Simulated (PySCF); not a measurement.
# RuO3H: doublet, from a tetrahedral start

Where does doublet RuO3H go from a tetrahedral start, is the end point a minimum, and what are its modes, charges and moments?

The runs use PySCF 2.14.0; PBE0, basis Ru def2-TZVP with ECP28, O def2-TZVP, H def2-TZVP, scalar-relativistic core potentials, no spin–orbit coupling, density fitting.

## 1. Where the work starts

5 atoms, charge 0, spin multiplicity 2.

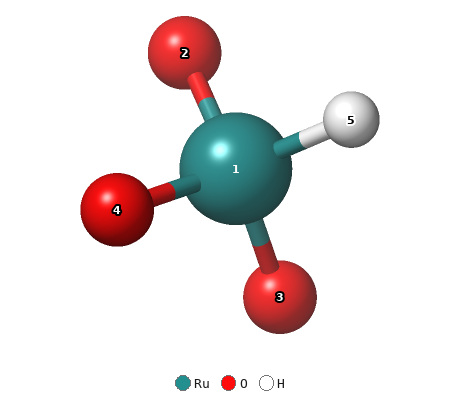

Start geometry, drawn with ruthenium teal, oxygen red, hydrogen white; atoms are numbered from 1 in the order of the file.

```xyz
5
charge 0 multiplicity 2
Ru    0.0000    0.0000    0.0000
O    -1.3963    0.0000    0.9872
O     0.0000    1.3963   -0.9872
O     0.0000   -1.3963   -0.9872
H     1.2820    0.0000    0.9063
```

## 2. First SCF at the start

The steps below are one call of a driver around PySCF. For each, scf.py gives the equivalent set-up of the SCF; relaxations use the driver's own optimiser. After this first run the driver tries any further starts and a stability analysis.

scf.py

```python
from pyscf import gto, scf, dft
mol = gto.M(atom='''
Ru     0.000000     0.000000     0.000000
O     -1.396300     0.000000     0.987200
O      0.000000     1.396300    -0.987200
O     -0.000000    -1.396300    -0.987200
H      1.282000     0.000000     0.906300''',
    basis={'Ru': 'def2-TZVP', 'O': 'def2-TZVP', 'H': 'def2-TZVP'},
    ecp={'Ru': 'def2-TZVP'},
    charge=0, spin=1)
mf = dft.UKS(mol, xc='PBE0')
mf.grids.atom_grid = (50, 194)
aux = {'Ru': 'def2-universal-JKFIT', 'O': 'def2-universal-JKFIT', 'H': 'def2-universal-JKFIT'}
mf = mf.density_fit(auxbasis=aux)
mf.conv_tol = 1e-08
mf.diis_space = 10
mf.max_cycle = 60
mf.init_guess = 'minao'
mf.verbose = 4
mf.kernel()
```

The run is started by

```
$ OMP_NUM_THREADS=4 python axn.py task.json out
```

What it wrote:

```text
init E= -313.009166269885
[... the frontier-level lines of each cycle are left out ...]
cycle= 1 E= -320.741446120071  delta_E= -7.73  |g|= 0.672  |ddm|=  3.1
cycle= 2 E= -319.979791946011  delta_E= 0.762  |g|=  1.6  |ddm|= 1.14
cycle= 3 E= -320.785010523653  delta_E= -0.805  |g|= 0.634  |ddm|= 0.906
cycle= 4 E= -320.930677954537  delta_E= -0.146  |g|= 0.0741  |ddm|= 0.356
cycle= 5 E= -320.927176175752  delta_E= 0.0035  |g|= 0.121  |ddm|= 0.0946
cycle= 6 E= -320.932189701609  delta_E= -0.00501  |g|= 0.0471  |ddm|= 0.0766
cycle= 7 E= -320.933112320607  delta_E= -0.000923  |g|= 0.00692  |ddm|= 0.027
cycle= 8 E= -320.933228320333  delta_E= -0.000116  |g|= 0.00397  |ddm|= 0.0186
cycle= 9 E= -320.933278633932  delta_E= -5.03e-05  |g|= 0.00188  |ddm|= 0.0145
cycle= 10 E= -320.933295707  delta_E= -1.71e-05  |g|= 0.000917  |ddm|= 0.00921
cycle= 11 E= -320.933303590873  delta_E= -7.88e-06  |g|= 0.000664  |ddm|= 0.0074
cycle= 12 E= -320.933306276737  delta_E= -2.69e-06  |g|= 0.00028  |ddm|= 0.00445
cycle= 13 E= -320.933307073959  delta_E= -7.97e-07  |g|= 0.000192  |ddm|= 0.00253
cycle= 14 E= -320.93330722853  delta_E= -1.55e-07  |g|= 0.000129  |ddm|= 0.00084
cycle= 15 E= -320.933307338011  delta_E= -1.09e-07  |g|= 5.69e-05  |ddm|= 0.000951
cycle= 16 E= -320.933307356486  delta_E= -1.85e-08  |g|= 3.66e-05  |ddm|= 0.000381
cycle= 17 E= -320.933307359459  delta_E= -2.97e-09  |g|= 2.22e-05  |ddm|= 0.000124
Extra cycle  E= -320.933307358783  delta_E= 6.76e-10  |g|= 5.96e-05  |ddm|= 4.37e-05
converged SCF energy = -320.933307358783  <S^2> = 0.79270233  2S+1 = 2.0422559
```

This step, with its further starts and checks, took 46 s on 4 threads of Arm Neoverse V1, shared host.

The starts that the driver tried:

```csv
start,energy (Eh)
the minimal-basis guess,-320.933307
a thermally smeared density,-320.933307
a smeared PBE density,-320.933307
```

This is not the lowest solution: one lies 0.4 kJ/mol lower, at -320.93345 Eh, and the relaxation starts from that.

## 3. Relaxing the doublet from the tetrahedral start

The program finds C3v symmetry in the start, which this walk keeps. The walk stops when the largest gradient is under 0.0003 Eh/bohr and the energy has settled too.

scf.py: that of step 2 with these lines changed.

```diff
@@ -3,5 +3,5 @@
-Ru     0.000000     0.000000     0.000000
-O     -1.396300     0.000000     0.987200
-O      0.000000     1.396300    -0.987200
-O     -0.000000    -1.396300    -0.987200
-H      1.282000     0.000000     0.906300''',
+Ru     0.139439     0.000000     0.098596
+O     -1.256784    -0.000000     1.085904
+O      0.139426     1.396237    -0.888693
+O      0.139426    -1.396237    -0.888693
+H      1.421352     0.000000     1.005019''',
@@ -18 +17,0 @@
-mf.init_guess = 'minao'
```

Energy and gradient, step by step:

```
step  energy (Eh)  change (kJ/mol)  largest symmetric gradient (Eh/bohr)
   0  -320.933449             0.00                               0.07592
   1  -320.947489           -36.86                               0.01398
   2  -320.951608           -47.68                               0.00697
   3  -320.952396           -49.75                               0.00431
   4  -320.952604           -50.29                               0.00106
   5  -320.952610           -50.31                               0.00030
   6  -320.952610           -50.31                               0.00010
```

The walk took 42 s.

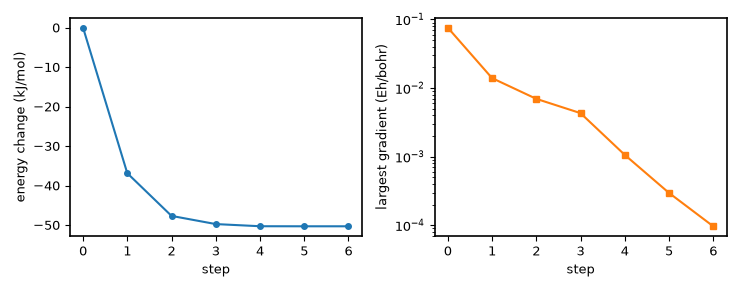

How energy and gradient fall.

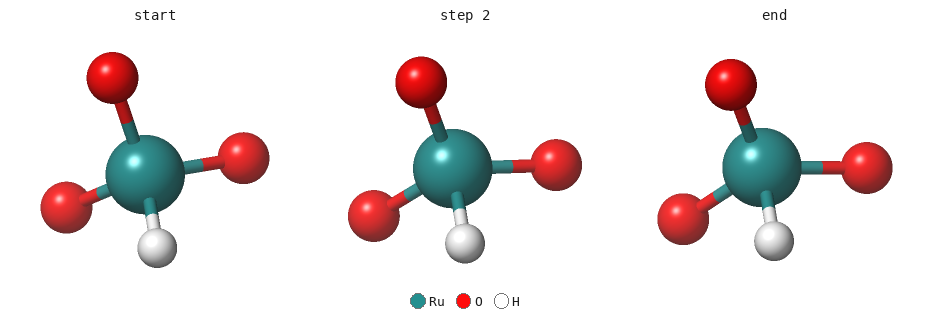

Start and end of the relaxation, with a step between.

After 6 steps and 50.3 kJ/mol it ends at C3v: Ru–H 1.573 Å, Ru–O 1.685 Å (×3); H–Ru–O 97.4° (×3), O–Ru–O 118.4° (×3). A gradient of 0.0483 Eh/bohr that breaks the symmetry is left: this electronic state wants a lower symmetry.

## 4. Releasing the symmetry

The geometry is nudged along the force that breaks the symmetry.

The program finds C1 symmetry in the start. Threshold on the gradient: 0.0003 Eh/bohr, with a further test on the energy change.

scf.py: that of step 3 with these lines changed.

```diff
@@ -3,5 +3,5 @@
-Ru     0.139439     0.000000     0.098596
-O     -1.256784    -0.000000     1.085904
-O      0.139426     1.396237    -0.888693
-O      0.139426    -1.396237    -0.888693
-H      1.421352     0.000000     1.005019''',
+Ru     0.070742     0.032159     0.008120
+O     -1.151960    -0.067841     1.326333
+O      0.314740     1.378813    -0.705877
+O      0.304360    -1.514495    -0.733194
+H      1.303907    -0.021655     0.968176''',
```

Steps of the walk:

```csv
step,energy (Eh),change (kJ/mol),largest gradient (Eh/bohr)
0,-320.934422,0.00,0.16945
1,-320.954979,-53.97,0.02956
2,-320.956359,-57.60,0.01280
3,-320.956499,-57.96,0.00492
4,-320.956518,-58.01,0.00053
5,-320.956520,-58.02,0.00041
6,-320.956524,-58.03,0.00067
7,-320.956534,-58.05,0.00144
8,-320.956549,-58.10,0.00206
9,-320.956553,-58.11,0.00274
10,-320.956574,-58.16,0.00224
11,-320.956627,-58.30,0.00233
12,-320.956681,-58.44,0.00317
13,-320.956714,-58.53,0.00162
14,-320.956729,-58.57,0.00056
15,-320.956730,-58.57,0.00027
```

The walk took 1.7 min.

Positions (Å) and forces (eV/Å) along the way:

```
step 0
Ru   0.071   0.032   0.008  -3.042  -8.714   4.332
O   -1.152  -0.068   1.326   1.850   0.237  -1.850
O    0.315   1.379  -0.706   1.264   6.826  -3.455
O    0.304  -1.514  -0.733  -0.204   1.602   0.800
H    1.304  -0.022   0.968   0.132   0.049   0.172
step 1
Ru   0.043  -0.021   0.027  -0.024   1.520  -0.493
O   -1.112  -0.082   1.303   0.447  -0.162  -0.513
O    0.322   1.461  -0.743  -0.255  -1.315   0.781
O    0.297  -1.512  -0.703  -0.164  -0.071   0.209
H    1.292  -0.038   0.980  -0.006   0.028   0.017
step 8
Ru   0.071  -0.024   0.011   0.106   0.048  -0.012
O   -1.099  -0.084   1.258   0.030   0.031   0.007
O    0.302   1.456  -0.707  -0.049  -0.043   0.018
O    0.256  -1.530  -0.691   0.015   0.013   0.014
H    1.311  -0.011   0.992  -0.102  -0.049  -0.027
step 15
Ru   0.091  -0.039   0.000  -0.014   0.008   0.010
O   -1.080  -0.042   1.254   0.003  -0.002  -0.005
O    0.262   1.459  -0.701   0.004   0.001  -0.004
O    0.270  -1.534  -0.704   0.003  -0.006  -0.005
H    1.299  -0.037   1.014   0.004  -0.001   0.004
```

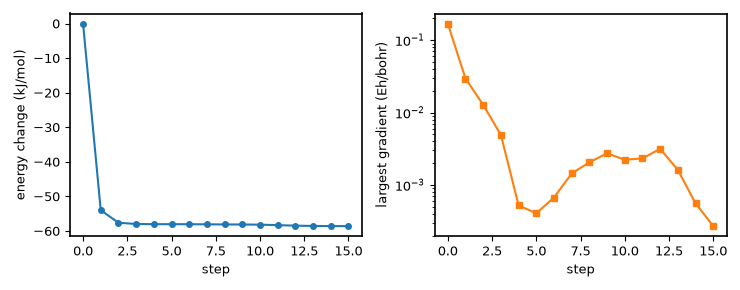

Energy and largest gradient along the walk.

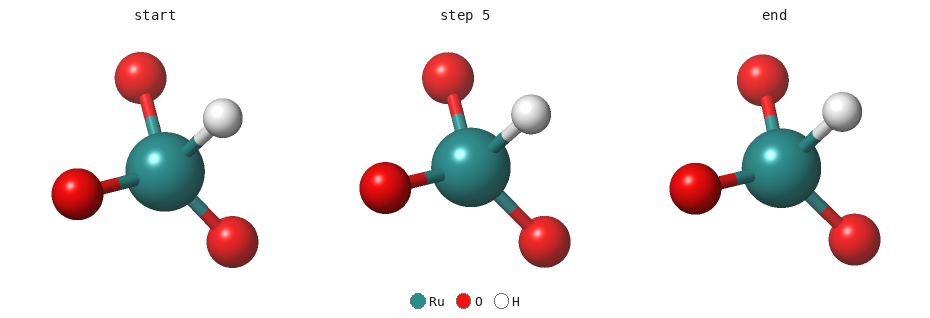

The geometry along the walk, at one scale.

It settles in Cs symmetry, 58.6 kJ/mol below the start, after 15 steps: Ru–H 1.577 Å, Ru–O 1.662 Å (×2), Ru–O 1.716 Å; H–Ru–O 93.0°, H–Ru–O 101.0° (×2), O–Ru–O 112.4° (×2), O–Ru–O 128.4°.

## 5. Frequencies

On the finer grid the gradient is checked again; gradients at displacements of ±0.02 bohr then give force constants and infrared intensities.

scf.py: that of step 4 with these lines changed.

```diff
@@ -3,5 +3,5 @@
-Ru     0.070742     0.032159     0.008120
-O     -1.151960    -0.067841     1.326333
-O      0.314740     1.378813    -0.705877
-O      0.304360    -1.514495    -0.733194
-H      1.303907    -0.021655     0.968176''',
+Ru     0.078301     0.000191     0.008964
+O     -1.091628    -0.003804     1.263989
+O      0.250257     1.497818    -0.691914
+O      0.257840    -1.495392    -0.694373
+H      1.286552     0.002419     1.023093''',
@@ -12 +12 @@
-mf.grids.atom_grid = (50, 194)
+mf.grids.atom_grid = (75, 302)
@@ -15 +15 @@
-mf.conv_tol = 1e-08
+mf.conv_tol = 1e-10
```

The driver hands on the density of the step before, so the log starts near convergence.

SCF at the final geometry:

```text
init E= -320.956722527291
[... the frontier-level lines of each cycle are left out ...]
cycle= 1 E= -320.956722527281  delta_E= 9.89e-12  |g|= 5.87e-06  |ddm|= 4.21e-06
Extra cycle  E= -320.956722527109  delta_E= 1.72e-10  |g|= 2.17e-05  |ddm|= 1.35e-05
converged SCF energy = -320.956722527109  <S^2> = 0.76501443  2S+1 = 2.0149585
```

The whole step took 3.9 min.

Geometry: Cs; Ru–H 1.577 Å, Ru–O 1.662 Å (×2), Ru–O 1.716 Å; H–Ru–O 93.0°, H–Ru–O 101.0° (×2), O–Ru–O 112.4° (×2), O–Ru–O 128.4°.

Modes, for the most abundant isotopes:

| symmetry | ω (cm⁻¹) | IR (km/mol) | type |
| --- | --- | --- | --- |
| a'' | 177 | 26.9 | bend |
| a' | 230 | 14.6 | bend |
| a' | 322 | 2.1 | bend |
| a' | 601 | 2.1 | bend |
| a'' | 728 | 17.6 | bend |
| a' | 871 | 44.0 | stretch |
| a'' | 962 | 278 | stretch |
| a' | 1018 | 32.2 | stretch |
| a' | 2204 | 0.4 | stretch |

Every mode is real; the point is a minimum.

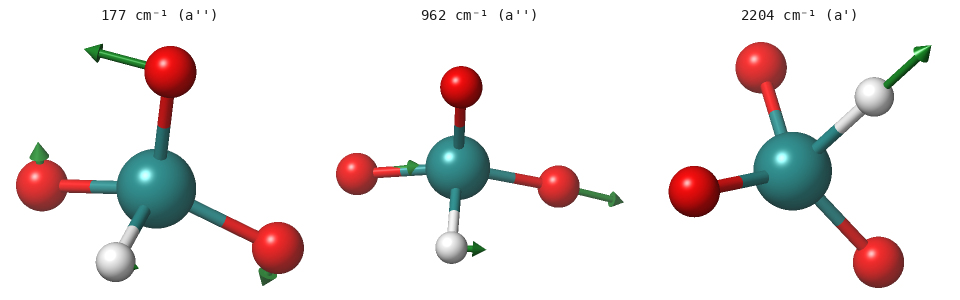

Displacements of 3 of the modes, as arrows (one member where a mode is degenerate).

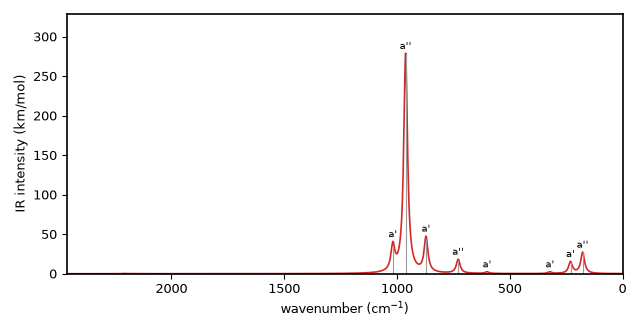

The harmonic infrared spectrum (widths in cm⁻¹). Lines are broadened to a width of 20 cm⁻¹ (Lorentzian).

Properties at this point:

| Property | Result |
| --- | --- |
| Dipole moment | 1.03 D |
| Highest occupied level | -8.28 eV |
| Lowest empty level | -4.94 eV |
| Rotational constants | 0.2577, 0.2205, 0.1275 cm⁻¹ |
| Zero-point energy | 42.5 kJ/mol |
| Principal polarisabilities | 34.7, 46.2, 51.9 bohr³ |
| Atomisation energy without zero-point energy | 1590 kJ/mol |
| Principal traceless quadrupole moments about the centre of mass | -4.22, -3.04, 7.26 D Å |
| Entropy at 298.15 K and 1 bar (electronic part: spin only) | 309.1 J/(mol K) |
| Heat capacity Cp at 298.15 K | 68.5 J/(mol K) |
| Enthalpy at 298.15 K above 0 K | 14.92 kJ/mol |
| Rotational symmetry number | 1 |
| Spin squared ⟨S²⟩ | 0.765 |

Populations by atom (charges in e):

| atom | Mulliken | Löwdin | polar tensor | spin (Mulliken) | Mayer order to Ru1 |
| --- | --- | --- | --- | --- | --- |
| Ru1 | 1.32 | 0.62 | 1.58 | 0.32 | – |
| O2 | -0.44 | -0.23 | -0.41 | 0.64 | 1.50 |
| O3,4 | -0.50 | -0.24 | -0.62 | 0.03 | 1.65 |
| H5 | 0.12 | 0.09 | 0.07 | -0.01 | 0.87 |

Outer orbital energies (eV). α occupied: -13.92, -13.83, -11.67, -11.39, -10.66, -10.63, -10.19, -8.28; empty: -4.94, -2.64, -2.34, -1.83. β occupied: -13.72, -13.66, -12.47, -11.53, -10.59, -10.55, -10.09, -9.81; empty: -4.69, -4.12, -2.43, -2.14.

Mulliken populations on Ru1 (outside its core potential): s 2.37, p 6.41, d 5.85, f 0.05.

## 6. Results

| quantity | value |
| --- | --- |
| minimum | doublet, Cs |
| geometry | Ru–H 1.577 Å, Ru–O 1.662 Å (×2), Ru–O 1.716 Å; H–Ru–O 93.0°, H–Ru–O 101.0° (×2), O–Ru–O 112.4° (×2), O–Ru–O 128.4° |
| wavenumbers (cm⁻¹) | 177 (a''), 230 (a'), 322 (a'), 601 (a'), 728 (a''), 871 (a'), 962 (a''), 1018 (a'), 2204 (a') |
| dipole moment | 1.03 D |
| highest occupied, lowest empty level (either spin) | -8.28, -4.94 eV |
| polar-tensor charge of Ru1 | +1.58 e |
| zero-point energy | 42.5 kJ/mol |
| entropy at 298.15 K | 309.1 J/(mol K) |
| atomisation energy (no zero-point energy) | 1590 kJ/mol |
| ⟨S²⟩ | 0.765 |

What this shows: From C3v at the start the molecule goes to a Cs minimum. The strongest infrared band lies at 962 cm⁻¹ (a'', stretch). Other starts or spin states, not run here, may lie lower. One determinant may miss the lowest occupation of an open d or f shell.

The search up to here took 7.1 min on 4 threads of Arm Neoverse V1, shared host.
